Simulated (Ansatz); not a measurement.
Base system: SnS in the GeS type structure (space group Pnma, No. 62; a = 11.1555 Å, b = 3.9999 Å, c = 4.2608 Å). Axes: x, y, z lie along a, b, c of the conventional cell.

One thing is altered: biaxial strain +4.48 %, plane normal [001], relaxed out of plane (Cartesian); in-plane vectors clamped, the third vector and the atoms free.

Level of theory: PBE-D3(BJ) (Ansatz, a program for electronic structure; PAW; 420 eV plane waves; no SOC), earlier PAW set.

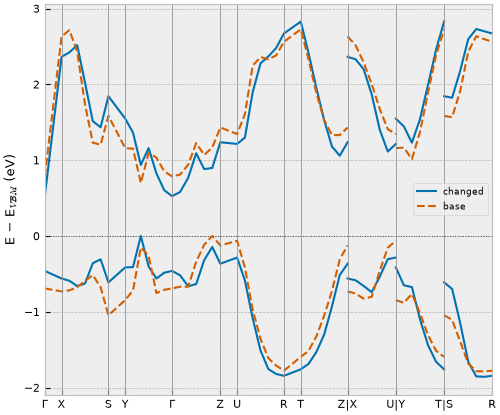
Figure: Highest valence and lowest conduction band along the path, each from its own valence-band maximum

Q: Read the changed gap and its character from the plot.

A: About 0.5 eV, indirect, Y–Γ (33 % along) → Γ.

No phonon test of stability was made.
